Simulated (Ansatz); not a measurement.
**NH2 (SMILES [NH2]): methods side by side**

The species is NH2 (3 atoms), meant as a doublet with charge 0. SMILES: `[NH2]`. The shape was relaxed beforehand at r2SCAN/def2-SVP.

```xyz
3

N     0.3480   -0.2065    0.1715
H     0.1234    0.8046    0.1552
H    -0.4713   -0.5981   -0.3267
```

Quantity: the dissociation energy of the H3–N1 bond into doublet H and singlet NH (shapes relaxed at r2SCAN/def2-SVP, no zero-point term), in eV. The values are calculated.

| level | kind | program | value (eV) |
| --- | --- | --- | --- |
| UHF/def2-TZVPP | Hartree–Fock | Ansatz | 5.75 |
| USVWN5/def2-TZVPP | LDA | Ansatz | 7.12 |
| UBLYP/def2-TZVPP | GGA | Ansatz | 6.46 |
| U-r2SCAN/def2-TZVPP | meta-GGA | Ansatz | 6.90 |
| UB3LYP/def2-TZVPP | global hybrid | Ansatz | 6.51 |
| UCAM-B3LYP/def2-TZVPP | range-separated hybrid | Ansatz | 6.54 |
| UB2PLYP/def2-TZVPP | double hybrid | Ansatz | 6.49 |

The values span 5.75 to 7.12 eV. Hartree–Fock misses the correlation of the electron pair that is broken and comes out low. A fragment with an even electron count was run as a singlet and may have a lower triplet. Measured bond enthalpies also hold zero-point and thermal terms, a few tenths of an eV less.

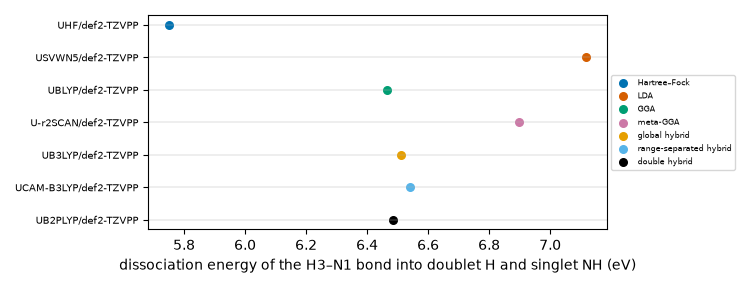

The values of the table, level by level.
